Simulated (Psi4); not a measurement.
## Geometry relaxation, with input and output: SiO₂ (part 3 of 3)

The same run, continued: SiO₂, SMILES O=[Si]=O; M06-2X/6-31G, RKS (Psi4 1.11). The geometry comes from this level: UFF from SMILES.

Geometry of the input (Å):
```
O  -0.0000  0.0000  -1.5711
Si -0.0000  0.0000  -0.0000
O  0.0000  0.0000  1.5711
```

What the program printed, continued:
```
    Gradient:                    1
    J tasked:                  Yes
    K tasked:                  Yes
    wK tasked:                  No
    Integrals threads:           1
    Memory [MiB]:             1144
    Schwarz Cutoff:          1E-12
    Fitting Condition:       1E-10

   => Auxiliary Basis Set <=

  Basis Set: (6-31G AUX)
    Blend: CC-PVDZ-JKFIT
    Number of shells: 84
    Number of basis functions: 292
    Number of Cartesian functions: 292
    Spherical Harmonics?: false
    Max angular momentum: 3

  ==> DFT Potential <==

   => LibXC <=

    Version 7.1.2

   => Composite Functional: M06-2X <=

    Deriv               =              1
    GGA                 =           TRUE
    Meta                =           TRUE

    Exchange Hybrid     =           TRUE
    MP2 Hybrid          =          FALSE

   => Exchange Functionals <=

    1.0000   XC_HYB_MGGA_X_M06_2X

   => Exact (HF) Exchange <=

    0.5400               HF

   => Correlation Functionals <=

    1.0000   XC_MGGA_C_M06_2X

   => LibXC Density Thresholds  <==

    XC_MGGA_C_M06_2X:  1.00E-12
    XC_HYB_MGGA_X_M06_2X:  1.00E-15

   => Molecular Quadrature <=

    Radial Scheme          =       TREUTLER
    Pruning Scheme         =           NONE
    Nuclear Scheme         =       TREUTLER

    Blocking Scheme        =         OCTREE
    BS radius alpha        =              1
    Pruning alpha          =              1
    Radial Points          =             75
    Spherical Points       =            302
    Total Points           =          64866
    Total Blocks           =            562
    Max Points             =            256
    Max Functions          =             30
    Weights Tolerance      =       1.00E-15

  -Total Gradient:
     Atom            X                  Y                   Z
    ------   -----------------  -----------------  -----------------
       1        0.000000005833     0.000000000000     0.000013679464
       2       -0.000000010938    -0.000000000000    -0.000000002924
       3        0.000000005820     0.000000000000    -0.000013676527

	total time  =          1 seconds =       0.02 minutes

    			-----------------------------------------

    			 OPTKING 3.0: for geometry optimizations

    			        with contributions from

    			-----------------------------------------

	                            ===> Fragment 1 <==

	 Z (Atomic Numbers)          Masses                          Geom
	       8.000000            15.994915         -0.00000027 -0.00000000 -2.98033297
	      14.000000            27.976927         -0.00000027 -0.00000000 -0.00000000
	       8.000000            15.994915          0.00000073  0.00000000  2.98033298

	 - Coordinate -           - BOHR/RAD -       - ANG/DEG -
	 R(1,2)           =         2.980333           1.577124
	 R(2,3)           =         2.980333           1.577124
	 L(1,2,3)         =         3.141592         179.999981
	 l(1,2,3)         =         3.141593         180.000000

	        --- Internal Coordinate Step in ANG or DEG, aJ/ANG or AJ/DEG ---
	-------------------------------------------------------------------------------
	           Coordinate      Previous         Force          Change          New
	           ----------      --------        ------          ------        ------
	               R(1,2)       1.57712        0.00011        0.00001       1.57714
	               R(2,3)       1.57712        0.00011        0.00001       1.57714
	             L(1,2,3)     179.99998        0.00000        0.00000     179.99998
	             l(1,2,3)     180.00000       -0.00000       -0.00000     180.00000
	-------------------------------------------------------------------------------

	                                 ==> Convergence Check <==

	Measures of convergence in internal coordinates in au.

	Criteria marked as inactive (o), active & met (*), and active & unmet ( ).

	----------------------------------------------------------------------------------------------
	   Step    Total Energy     Delta E     Max Force     RMS Force      Max Disp      RMS Disp
	----------------------------------------------------------------------------------------------
	  Convergence Criteria     1.00e-06 *    3.00e-04 *             o    1.20e-03 *             o
	----------------------------------------------------------------------------------------------
	     3    -439.70706669   -1.23e-06      1.37e-05 *    9.67e-06 o    2.81e-05 *    1.99e-05 o  ~
	----------------------------------------------------------------------------------------------

Next Geometry in Ang
	Fragment 1 (Ang)

	    O  -0.0000001588  -0.0000000000  -1.5771391838
	   Si  -0.0000001059  -0.0000000000  -0.0000000002
	    O   0.0000003705   0.0000000000   1.5771391849

    Final optimized geometry and variables:
    Molecular point group: c1
    Full point group: C_inf_v

    Geometry (in Angstrom), charge = 0, multiplicity = 1:

    O           -0.000000141194    -0.000000000001    -1.577124289271
    SI          -0.000000141194    -0.000000000001    -0.000000001151
    O            0.000000388157     0.000000000002     1.577124291284
```

Standard output:
```
[17:52:29] UFFTYPER: Warning: hybridization set to SP3 for atom 1
[17:52:29] UFFTYPER: Warning: hybridization set to SP3 for atom 1
Optimizer: Optimization complete!
E = -439.707066686
3
0 1 O2Si
O                    -0.000000141194     0.000000000000    -1.577124289271
Si                   -0.000000141194     0.000000000000     0.000000000000
O                     0.000000388157     0.000000000000     1.577124291284
```

Trajectory as extended XYZ (Å, eV, eV/Å), 3 frames, from step=0 to step=2:
```
3
Properties=species:S:1:pos:R:3:forces:R:3 step=0 energy=-11965.03715
O     0.0000    0.0000   -1.5711    0.0000   0.0000  -0.2852
Si    0.0000    0.0000    0.0000    0.0000   0.0000   0.0000
O     0.0000    0.0000    1.5711    0.0000   0.0000   0.2852
3
Properties=species:S:1:pos:R:3:forces:R:3 step=1 energy=-11965.03879
O     0.0000    0.0000   -1.5762    0.0000   0.0000  -0.0425
Si    0.0000    0.0000    0.0000    0.0000   0.0000   0.0000
O     0.0000    0.0000    1.5762    0.0000   0.0000   0.0425
3
Properties=species:S:1:pos:R:3:forces:R:3 step=2 energy=-11965.03883
O     0.0000    0.0000   -1.5771    0.0000   0.0000  -0.0007
Si    0.0000    0.0000    0.0000    0.0000   0.0000   0.0000
O     0.0000    0.0000    1.5771    0.0000   0.0000   0.0007
```

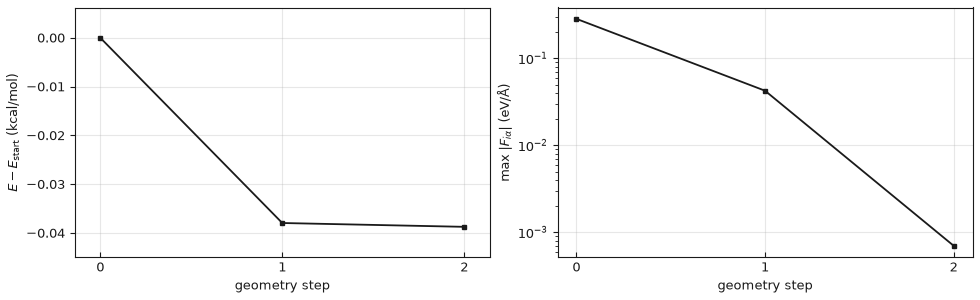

*Progress of the relaxation, step by step (steps are counted from 0).*

The energy falls by 0.04 kcal/mol in 2 geometry steps. Largest force component: 0.29 eV/Å at the start, 0.0007 eV/Å at the end. The largest moves after the best rigid fit, 0.006 Å, are those of O1 and O3. Si stays in place. Among the contacts that change: O1–Si2 1.571 → 1.577 Å. (Atoms are counted from 1 in the order of the input.)

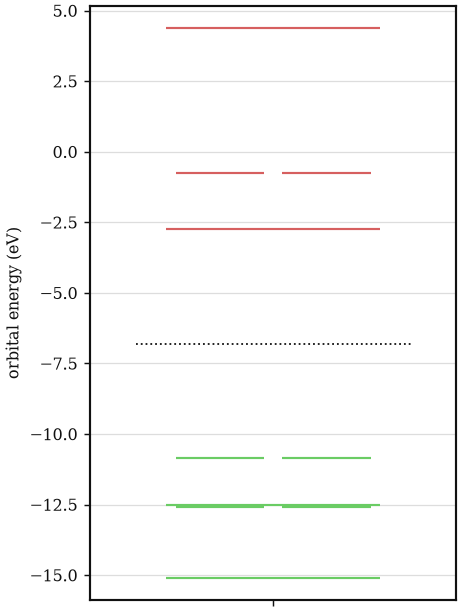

*Orbital energies near the frontier; the dotted line parts filled from empty levels, and levels within 0.02 eV of each other stand side by side.*

Highest filled −10.86 eV, lowest empty −2.73 eV, 8.13 eV apart.

Summary:

- outcome: converged
- total energy: −439.707067 hartree
- HOMO: −10.86 eV
- LUMO: −2.73 eV
- dipole moment: 0.00 D
- wall time: 8.1 s
- peak memory: 0.39 GiB
